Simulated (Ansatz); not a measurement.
CuI: pressure series

The parent structure is CuI in the zinc blende structure (space group F-43m, No. 216; a = 5.8619 Å).

Cell and atoms are relaxed at each pressure.

The values are results of Kohn–Sham DFT with the LDA functional, run in Ansatz (a program for electronic structure) with PAW and 420 eV plane waves, no spin-orbit coupling, not measurements.

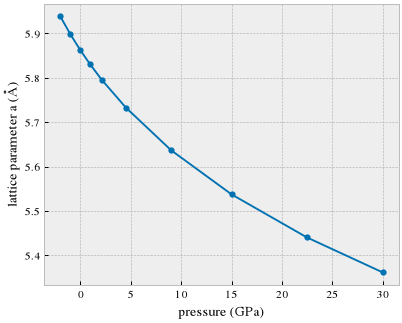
Figure. Lattice parameter a against pressure

**Question.** From the plot, what is the lattice parameter a for pressure 15 GPa?

**Answer.** About 5.54 Å.

**Question.** Is the trend monotonic over the range shown?

**Answer.** Yes, it falls throughout, spanning 5.362 Å to 5.938 Å.

Load acts through the strain it causes; cell and atoms are relaxed under it. No phonon test of stability was made. Tetrahedral semiconductors of this kind turn to denser phases somewhere between about 1 and 50 GPa; those were not computed, so compressed cells here can lie past the real transition. All final runs are without spin polarisation.
